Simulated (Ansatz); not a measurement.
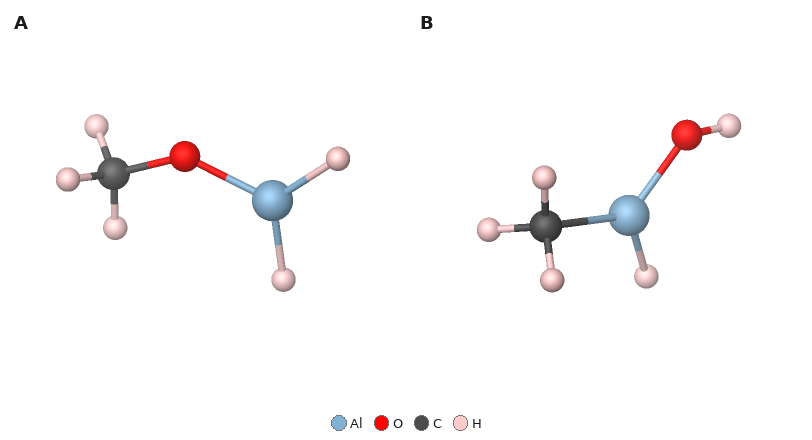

2 stationary structures of one formula. Geometries: PBE0-D4/def2-TZVP. Electronic energies: CCSD(T)/CBS (MP2 limit from def2-TZVPP and def2-QZVPP plus CCSD(T) − MP2) (Ansatz 0.2.0), without zero-point energy. Each is one conformer, not always the lowest.

Which structure is the most stable?

Answer. B is lowest (Cs, a minimum); A lies 1.123 eV above it (Cs, a minimum).
